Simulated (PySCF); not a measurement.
# CoO2Cl: relaxation and vibrations of the quintet

The task is one start of a wider search on CoO2Cl: the quintet, from a trigonal pyramidal start. It is relaxed, tested by its Hessian and followed downhill if it is a saddle.

Computed with PySCF 2.14.0. Level: PBE0, basis Co def2-TZVP, O def2-TZVP, Cl def2-TZVP, no relativity, density fitting.

**1. Where the work starts**

4 atoms, charge 0, spin multiplicity 5.

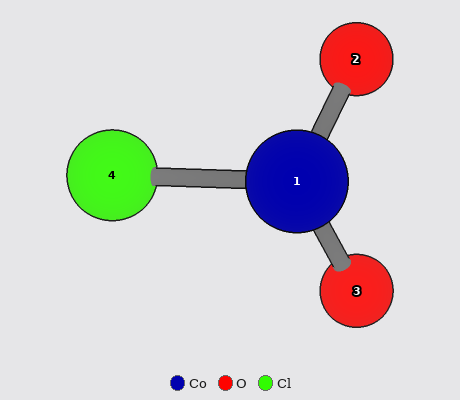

The starting geometry (cobalt blue, oxygen red, chlorine green); atoms are numbered from 1 in the order of the file.

```xyz
4
charge 0 multiplicity 5
Co    0.0000    0.0000    0.0000
O    -0.7064    1.2234    0.7512
O    -0.7064   -1.2234    0.7512
Cl    1.8542    0.0000    0.9859
```

**2. First SCF at the start**

One driver script runs all steps and calls PySCF; scf.py shows how it sets up the SCF of each step. The optimiser is the driver's own. After this first run the driver tries any further starts and a stability analysis.

Contents of scf.py:

```python
from pyscf import gto, scf, dft
mol = gto.M(atom='''
Co     0.000000     0.000000     0.000000
O     -0.706400     1.223400     0.751200
O     -0.706400    -1.223400     0.751200
Cl     1.854200     0.000000     0.985900''',
    basis={'Co': 'def2-TZVP', 'O': 'def2-TZVP', 'Cl': 'def2-TZVP'},
    charge=0, spin=4)
mf = dft.UKS(mol, xc='PBE0')
mf.grids.atom_grid = (50, 194)
aux = {'Co': 'def2-universal-JKFIT', 'O': 'def2-universal-JKFIT', 'Cl': 'def2-universal-JKFIT'}
mf = mf.density_fit(auxbasis=aux)
mf.conv_tol = 1e-08
mf.diis_space = 10
mf.max_cycle = 60
mf.init_guess = 'minao'
mf.verbose = 4
mf.kernel()
```

Run with:

```sh
> OMP_NUM_THREADS=4 python axn.py task.json out
```

The program printed:

```text
[... the frontier levels of the middle cycles are left out ...]
init E= -1991.98157205177
[... the frontier-level lines of each cycle are left out ...]
cycle= 1 E= -1976.33518556516  delta_E= 15.6  |g|= 5.75  |ddm|= 8.22
cycle= 2 E= -1906.71313747835  delta_E= 69.6  |g|= 16.3  |ddm|= 16.5
cycle= 3 E= -1963.79742187105  delta_E= -57.1  |g|= 10.9  |ddm|= 9.26
cycle= 4 E= -1973.92252425906  delta_E= -10.1  |g|= 8.72  |ddm|= 2.98
cycle= 5 E= -1979.00172657982  delta_E= -5.08  |g|= 6.87  |ddm|= 3.97
cycle= 6 E= -1983.84642083613  delta_E= -4.84  |g|= 5.64  |ddm|= 4.09
cycle= 7 E= -1985.55539063837  delta_E= -1.71  |g|= 4.93  |ddm|= 1.98
cycle= 8 E= -1989.74740029536  delta_E= -4.19  |g|= 3.52  |ddm|= 1.75
cycle= 9 E= -1990.41028062774  delta_E= -0.663  |g|= 3.13  |ddm|= 0.539
cycle= 10 E= -1991.38732249454  delta_E= -0.977  |g|=  2.5  |ddm|= 0.475
cycle= 11 E= -1992.1268415302  delta_E= -0.74  |g|= 1.67  |ddm|= 0.535
cycle= 12 E= -1991.34987492031  delta_E= 0.777  |g|= 2.34  |ddm|= 1.33
cycle= 13 E= -1992.67366023704  delta_E= -1.32  |g|= 0.759  |ddm|= 1.09
cycle= 14 E= -1992.80006601875  delta_E= -0.126  |g|= 0.233  |ddm|= 0.197
[... 2 cycles left out ...]
cycle= 17 E= -1992.81880204161  delta_E= -0.00109  |g|= 0.021  |ddm|= 0.0492
cycle= 18 E= -1992.81967122702  delta_E= -0.000869  |g|= 0.0181  |ddm|= 0.0566
cycle= 19 E= -1992.8201803484  delta_E= -0.000509  |g|= 0.00465  |ddm|= 0.0487
cycle= 20 E= -1992.82031368796  delta_E= -0.000133  |g|= 0.00355  |ddm|= 0.0203
cycle= 21 E= -1992.82041478349  delta_E= -0.000101  |g|= 0.00488  |ddm|= 0.0213
cycle= 22 E= -1992.82048124369  delta_E= -6.65e-05  |g|= 0.00251  |ddm|= 0.0156
cycle= 23 E= -1992.82055700977  delta_E= -7.58e-05  |g|= 0.00127  |ddm|= 0.0295
cycle= 24 E= -1992.82057754539  delta_E= -2.05e-05  |g|= 0.000669  |ddm|= 0.0161
cycle= 25 E= -1992.82058202637  delta_E= -4.48e-06  |g|= 0.000348  |ddm|= 0.00756
cycle= 26 E= -1992.82058289089  delta_E= -8.65e-07  |g|= 0.000214  |ddm|= 0.00328
cycle= 27 E= -1992.82058308112  delta_E= -1.9e-07  |g|= 0.000113  |ddm|= 0.00105
cycle= 28 E= -1992.82058313148  delta_E= -5.04e-08  |g|= 8.13e-05  |ddm|= 0.000624
cycle= 29 E= -1992.82058314339  delta_E= -1.19e-08  |g|= 3.73e-05  |ddm|= 0.000217
cycle= 30 E= -1992.82058314591  delta_E= -2.52e-09  |g|= 3.02e-05  |ddm|= 0.000149
Extra cycle  E= -1992.82058314327  delta_E= 2.64e-09  |g|= 0.000116  |ddm|= 7.17e-05
converged SCF energy = -1992.82058314327  <S^2> = 6.0332086  2S+1 = 5.0132659
```

This step, with its further starts and checks, took 36 s on 4 threads of Arm Neoverse V1, shared host.

The starts that the driver tried:

| start | energy (Eh) |
| --- | --- |
| the minimal-basis guess | -1992.820583 |
| a thermally smeared density | -1992.828228 |
| a smeared PBE density | -1992.828228 |

This is not the lowest solution: one lies 20.1 kJ/mol lower, at -1992.82823 Eh, and the relaxation starts from that.

**3. Trigonal pyramidal start, quintet: relaxation**

The program finds Cs symmetry in the start, which this walk keeps. Threshold on the gradient: 0.0003 Eh/bohr, with a further test on the energy change.

scf.py: that of step 2 with these lines changed.

```diff
@@ -3,4 +3,4 @@
-Co     0.000000     0.000000     0.000000
-O     -0.706400     1.223400     0.751200
-O     -0.706400    -1.223400     0.751200
-Cl     1.854200     0.000000     0.985900''',
+Co    -0.335539     0.000000    -0.464736
+O     -1.041939     1.223400     0.286464
+O     -1.041939    -1.223400     0.286464
+Cl     1.518661     0.000000     0.521164''',
@@ -16 +15,0 @@
-mf.init_guess = 'minao'
```

Energy and gradient, step by step:

```csv
step,energy (Eh),change (kJ/mol),largest symmetric gradient (Eh/bohr)
0,-1992.828228,0.00,0.02809
1,-1992.841106,-33.81,0.02599
2,-1992.851950,-62.28,0.02822
3,-1992.856136,-73.27,0.02296
4,-1992.859387,-81.81,0.01470
5,-1992.862174,-89.12,0.00578
6,-1992.862634,-90.33,0.00831
7,-1992.862860,-90.93,0.00095
8,-1992.862892,-91.01,0.00046
9,-1992.862896,-91.02,0.00006
```

The walk took 48 s.

Positions (Å) and forces (eV/Å) along the way:

```
step 0
Co  -0.336   0.000  -0.465  -0.011   0.000   1.127
O   -1.042   1.223   0.286  -0.717   0.839  -0.475
O   -1.042  -1.223   0.286  -0.717  -0.839  -0.475
Cl   1.519   0.000   0.521   1.445   0.000  -0.178
step 1
Co  -0.325   0.000  -0.373   0.262   0.000   1.337
O   -1.095   1.275   0.251  -0.386   0.059  -0.468
O   -1.095  -1.275   0.251  -0.386  -0.059  -0.468
Cl   1.614   0.000   0.502   0.510   0.000  -0.401
step 5
Co  -0.248   0.000   0.056   0.251   0.000   0.297
O   -1.251   1.279   0.098  -0.027   0.052  -0.090
O   -1.251  -1.279   0.098  -0.027  -0.052  -0.090
Cl   1.849   0.000   0.378  -0.198   0.000  -0.116
step 9
Co  -0.250   0.000   0.156   0.000   0.000  -0.001
O   -1.249   1.282   0.064   0.000   0.003   0.001
O   -1.249  -1.282   0.064   0.000  -0.003   0.001
Cl   1.848   0.000   0.345   0.000   0.000   0.000
```

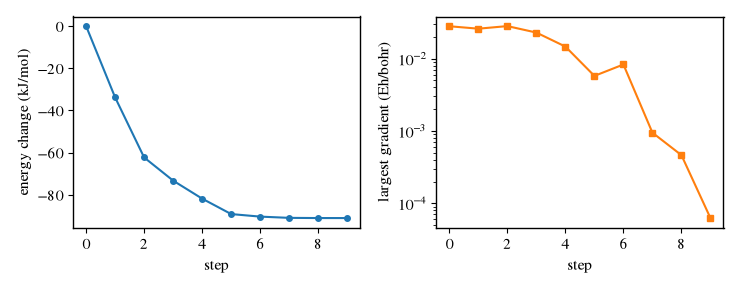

Energy and largest gradient along the walk.

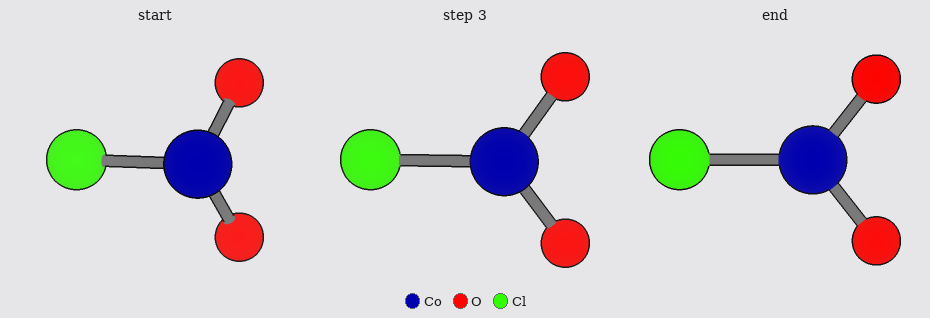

Start and end of the relaxation, with a step between.

After 9 steps and 91.0 kJ/mol it ends at C2v: Co–Cl 2.107 Å, Co–O 1.628 Å (×2); Cl–Co–O 128.1° (×2), O–Co–O 103.9°.

**4. Hessian and properties**

The point is checked on the finer grid, and tightened if its gradient asks for it. The Hessian and the dipole derivatives come from central differences of analytic gradients, with steps of 0.02 bohr.

scf.py: that of step 3 with these lines changed.

```diff
@@ -3,4 +3,4 @@
-Co    -0.335539     0.000000    -0.464736
-O     -1.041939     1.223400     0.286464
-O     -1.041939    -1.223400     0.286464
-Cl     1.518661     0.000000     0.521164''',
+Co    -0.329169    -0.000000    -0.029877
+O     -1.327987     1.282573    -0.120534
+O     -1.327987    -1.282573    -0.120534
+Cl     1.768844     0.000000     0.160548''',
@@ -10 +10 @@
-mf.grids.atom_grid = (50, 194)
+mf.grids.atom_grid = (75, 302)
@@ -13 +13 @@
-mf.conv_tol = 1e-08
+mf.conv_tol = 1e-10
```

This SCF starts from the last density.

Log of the central SCF (cycles and frontier levels):

```text
init E= -1992.86283313003
[... the frontier-level lines of each cycle are left out ...]
cycle= 1 E= -1992.86283312943  delta_E= 5.96e-10  |g|= 5.26e-05  |ddm|= 1.78e-05
cycle= 2 E= -1992.86283310694  delta_E= 2.25e-08  |g|= 0.000321  |ddm|= 0.000103
cycle= 3 E= -1992.86283313003  delta_E= -2.31e-08  |g|= 6.37e-06  |ddm|= 8.8e-05
cycle= 4 E= -1992.86283313005  delta_E= -1.68e-11  |g|= 1.74e-06  |ddm|= 4.45e-06
Extra cycle  E= -1992.86283313004  delta_E= 1.23e-11  |g|= 6.53e-06  |ddm|= 4.16e-06
converged SCF energy = -1992.86283313004  <S^2> = 6.0408254  2S+1 = 5.0163036
```

The whole step took 1.9 min.

Geometry: C2v; Co–Cl 2.107 Å, Co–O 1.628 Å (×2); Cl–Co–O 128.0° (×2), O–Co–O 104.0°.

Modes, for the most abundant isotopes:

```csv
symmetry,ω (cm⁻¹),IR (km/mol)
b2,50,3.1
b1,142,34.2
a1,300,0.3
a1,433,45.6
b2,584,3.7
a1,790,10.5
```

All wavenumbers are real: a minimum.

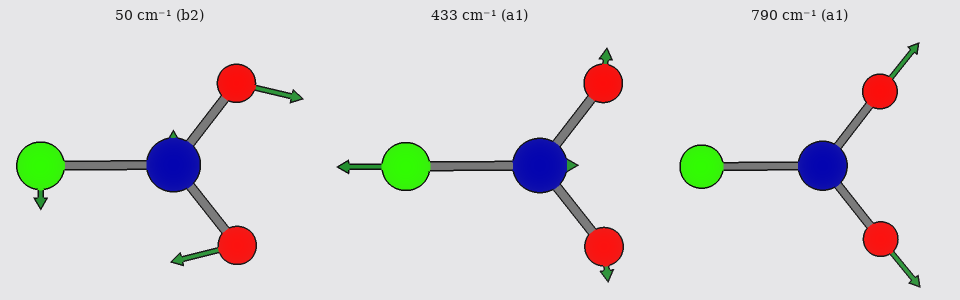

Displacements of 3 of the modes, as arrows (one member where a mode is degenerate).

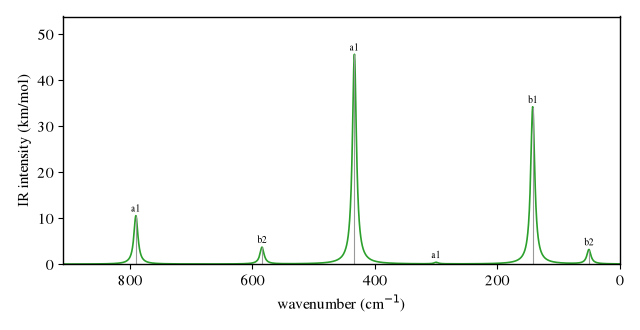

The harmonic infrared spectrum (widths in cm⁻¹). Lines are broadened to a width of 8 cm⁻¹ (Lorentzian).

Constants and moments:

* Dipole moment: 0.19 D
* Highest occupied level: -9.05 eV
* Lowest empty level: -5.54 eV
* Rotational constants: 0.3203, 0.09709, 0.07451 cm⁻¹
* Zero-point energy: 13.7 kJ/mol
* Principal polarisabilities: 26.3, 50.5, 74.5 bohr³
* Atomisation energy without zero-point energy: 896 kJ/mol
* Principal traceless quadrupole moments about the centre of mass: -5.14, -1.64, 6.79 D Å
* Entropy at 298.15 K and 1 bar (electronic part: spin only): 329.9 J/(mol K)
* Heat capacity Cp at 298.15 K: 69.6 J/(mol K)
* Enthalpy at 298.15 K above 0 K: 16.33 kJ/mol
* Rotational symmetry number: 2
* Spin squared ⟨S²⟩: 6.041

Charges (e) and bond orders:

| atom | Mulliken | Löwdin | polar tensor | spin (Mulliken) | Mayer order to Co1 |
| --- | --- | --- | --- | --- | --- |
| Co1 | 0.92 | 0.09 | 0.90 | 2.11 | – |
| O2,3 | -0.31 | -0.09 | -0.20 | 0.87 | 1.48 |
| Cl4 | -0.30 | 0.10 | -0.50 | 0.15 | 0.98 |

Outer orbital energies (eV). α occupied: -11.89, -11.55, -11.19, -11.06, -10.82, -9.66, -9.63, -9.19; empty: -5.37, -0.08, 1.70, 4.07. β occupied: -12.36, -12.08, -11.52, -11.50, -10.74, -10.07, -9.47, -9.05; empty: -5.54, -5.08, -4.59, -4.01.

Mulliken populations on Co1: s 6.40, p 12.43, d 7.24, f 0.00.

**5. What came out**

| quantity | value |
| --- | --- |
| minimum | quintet, C2v |
| geometry | Co–Cl 2.107 Å, Co–O 1.628 Å (×2); Cl–Co–O 128.0° (×2), O–Co–O 104.0° |
| wavenumbers (cm⁻¹) | 50 (b2), 142 (b1), 300 (a1), 433 (a1), 584 (b2), 790 (a1) |
| dipole moment | 0.19 D |
| highest occupied, lowest empty level (either spin) | -9.05, -5.54 eV |
| polar-tensor charge of Co1 | +0.90 e |
| zero-point energy | 13.7 kJ/mol |
| entropy at 298.15 K | 329.9 J/(mol K) |
| atomisation energy (no zero-point energy) | 896 kJ/mol |
| ⟨S²⟩ | 6.041 |

In words: From Cs at the start the molecule goes to a C2v minimum. In the infrared the band at 433 cm⁻¹ (a1, stretch) leads. Most of the spin sits on Co1 (Mulliken spin 2.11, against 4 for the whole molecule). The first SCF alone would have been 20 kJ/mol too high. Only this shape and spin were tried, so other structures or states may lie lower. One determinant may miss the lowest occupation of an open d or f shell.

The search up to here took 3.3 min.
